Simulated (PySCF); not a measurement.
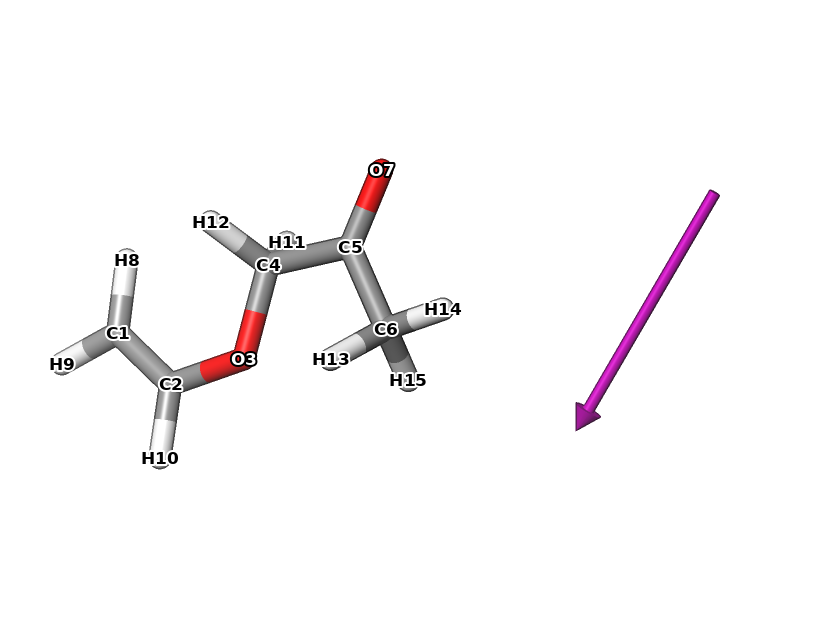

The arrow beside the molecule shows the direction of the dipole moment, from the negative to the positive end (its length means nothing). The computed structure is the end point of a GFN2-xTB optimisation. No frequency run is at hand to confirm it as a minimum. Method: PBE0/def2-SVPD, gas phase (PySCF 2.14.0).

### How large is the dipole moment?

2.47 D; it points from the side of O7 to the side of H10 (the outermost atoms at the two ends).
